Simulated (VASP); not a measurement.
Band structure of TiAl3 (sg139). These are PBEsol GGA, VASP's PBE PAW potentials (set 64) (plane waves; VASP) values and carry that method's errors.

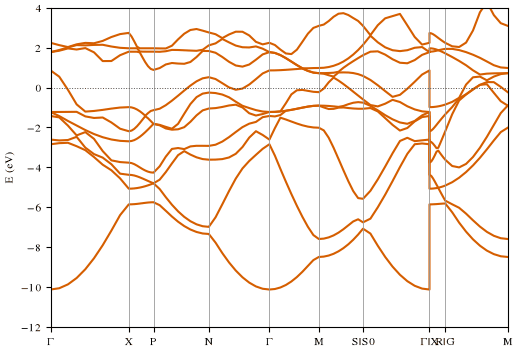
Fig. 1. Bands along high-symmetry lines, zero at the valence-band maximum or, without a gap, the Fermi level

Problem. Read the plot: is there a gap, and where are the band edges?

Solution. It has no gap at this level: it comes out as a metal or semimetal. (Edges off the drawn lines would not show.)

The compound is TiAl3 in the sg139 structure. It was relaxed first. The electron count is odd and the run is not spin-polarised, which forces a metal.
